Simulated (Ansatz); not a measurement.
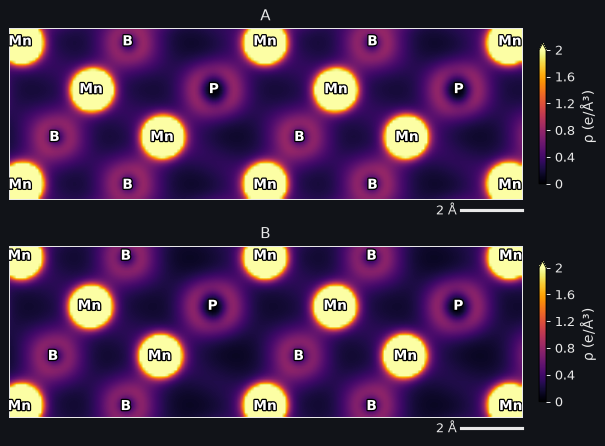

Mn3B2P. The valence pseudo-density of two cells that differ in size and shape, on the (110) plane of each (indices in the axes of the calculation cell), at one length scale and on one colour scale; one has 8.9 and the other 9.8 Å³ an atom.

These are results of DFT PBE, scalar-relativistic, plane waves, PAW in Ansatz, not measurements.

Core electrons are frozen (PAW), and the valence fields are smoothed inside the atomic spheres.

The larger cell:

```cif
data_structure
_symmetry_space_group_name_H-M 'P 1'
_symmetry_Int_Tables_number 1
_cell_length_a 2.8856
_cell_length_b 2.8856
_cell_length_c 16.3361
_cell_angle_alpha 90.000
_cell_angle_beta 90.000
_cell_angle_gamma 120.000
_cell_volume 117.80
loop_
_atom_site_label
_atom_site_type_symbol
_atom_site_fract_x
_atom_site_fract_y
_atom_site_fract_z
_atom_site_occupancy
Mn1 Mn 0.33333 0.66667 0.10726 1
Mn2 Mn 0.66667 0.33333 0.39274 1
Mn3 Mn 0.00000 0.00000 0.25000 1
B1 B 0.33333 0.66667 0.32412 1
B2 B 0.66667 0.33333 0.17588 1
P1 P 0.00000 0.00000 0.00000 1
Mn4 Mn 0.33333 0.66667 0.60726 1
Mn5 Mn 0.66667 0.33333 0.89274 1
Mn6 Mn 0.00000 0.00000 0.75000 1
B3 B 0.33333 0.66667 0.82412 1
B4 B 0.66667 0.33333 0.67588 1
P2 P 0.00000 0.00000 0.50000 1
```

The smaller cell: a = 2.753 Å, b = 2.753 Å, c = 16.279 Å, α = 90.00°, β = 90.00°, γ = 120.00°.

Which panel shows the smaller cell, and what does the compression change?

Panel A is the smaller cell, by 9 % in volume. From the larger cell to the smaller, Mn–B goes from 2.01 to 1.96 Å, and the density at its midpoint from 0.67 to 0.74 e/Å³; Mn–P goes from 2.42 to 2.34 Å, and the density at its midpoint from 0.45 to 0.52 e/Å³; the pressure goes from 6 to 28 GPa; the largest moment (Mn) goes from 1.7 to 1.5 μB.
